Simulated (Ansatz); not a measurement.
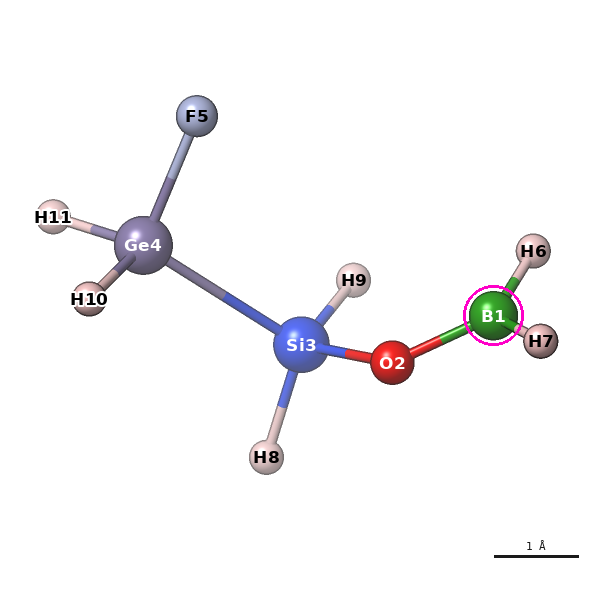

Orthographic view. Depth is shown by fading: the farther an atom, the more it takes the colour of the background. The computed structure is the end point of a PBE0-D4/def2-TZVP optimisation. No frequency run is at hand to confirm it as a minimum.

> Name the neighbours of the circled atom.

The circled atom is B1; it is bonded to O2, H6, H7.

> Which two atoms are farthest apart in space?

H7 and H11, 6.56 Å.

> What is the shortest path along bonds from the circled atom to H10?

B1–O2–Si3–Ge4–H10, 4 bonds; through space the two are 4.86 Å apart.

> Which atom is farthest from the viewer?

H9, 1.9 Å behind the mean position.
